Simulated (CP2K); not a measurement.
3-cyanopyridine has these distinct N atoms: N1 (bonded to C) and N7 (bonded to 2 C).

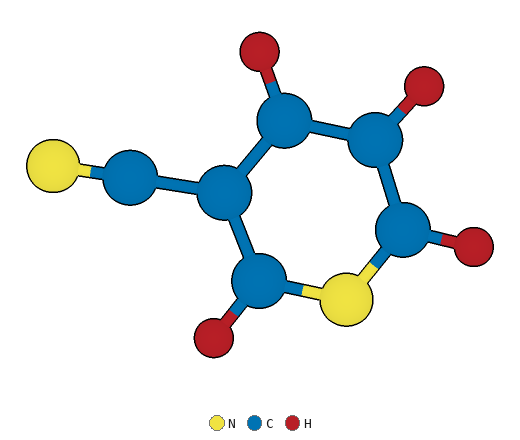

The molecule (nitrogen yellow, carbon blue, hydrogen red).

```xyz
12

N     3.5061    0.4391   -0.0805
C     2.3536    0.2577   -0.0507
C     0.9439    0.0265   -0.0180
C     0.0313    1.0950    0.0097
C    -1.3284    0.8011    0.0378
C    -1.7292   -0.5386    0.0338
N    -0.8700   -1.5746    0.0063
C     0.4372   -1.2900   -0.0178
H     0.3907    2.1229    0.0065
H    -2.0714    1.5971    0.0607
H    -2.7896   -0.7992    0.0534
H     1.1258   -2.1371   -0.0412
```

Their partial N K spectra (CP2K XAS_TDP, all-electron GAPW, PBEh(45%), aug-cc-pVDZ, TDA, GW2X-corrected core level, no relativity) are given in random order, each times the number of alike atoms.

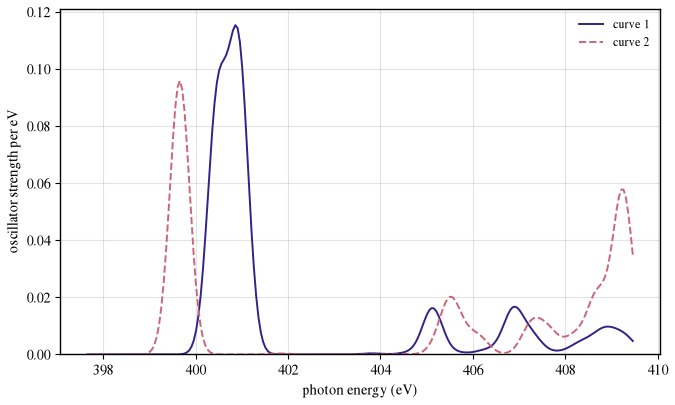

Gaussian full width 0.5 eV, oscillator strength per eV, alike atoms added, rows of zeros left out.

Which curve belongs to which atom?

Curve 1: N1 (bonded to C), leading line at 400.47 eV (f = 0.046 an atom), ionisation energy 406.32 eV, term value 5.85 eV. Curve 2: N7 (bonded to 2 C), leading line at 399.66 eV (f = 0.051 an atom), ionisation energy 406.22 eV, term value 6.56 eV. The leading line of an atom is its first one with 35 % of the strongest within 2.5 eV of its lowest line over the strength cut. A line lies at the core ionisation energy, which rises as an atom loses charge to its neighbours or to a π system, less the term value, which is large for a low π* or σ* orbital with weight on that atom.

[Banner, clock and machine lines of the logs are left out without a mark of their own.]

[Logs are printed without paths, hosts, clocks, repeated set-up lines and the standing remarks that a program may print on its own settings, such as how far it seeks lower states.]

[Hosts, paths, dates, database ids (printed as entryN), source tags and the programs' standing remarks are cut or masked in the printed files.]
